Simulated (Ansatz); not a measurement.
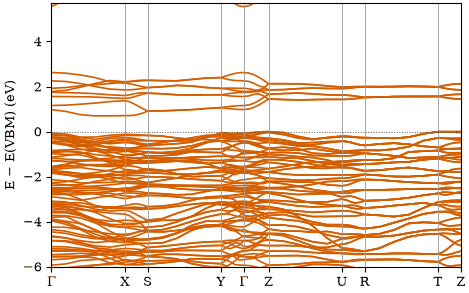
Figure: Band structure from the program Ansatz at the r²SCAN level (PAW)

The gap is 0.69 eV; an edge lies off the plotted path or next to a special point (maximum off the standard path, minimum on the Γ–X line, 67 % of the way from Γ).

Task: Which compound is it?
(A) S, S12-ring
(B) MgCu2O4, Pbcm (Pearson symbol oP28)
(C) PdS2, Pbca (Pd on 4a, S on 8c)
(D) La4S3N2, Pnnm (Pearson symbol oP18)

Result: B, MgCu2O4, Pbcm (Pearson symbol oP28)

The first step of the workflow began from a Materials Project structure, measured or hypothetical; the Crystallography Open Database copy checked does not list it. Whether it is the stable phase at ambient conditions was not checked. The r²SCAN relaxation kept the symmetry of its start; its stability against distortions is not shown here. No spin polarisation was allowed. No Hubbard U is applied.

Potentials: the later of the program's two PAW sets.
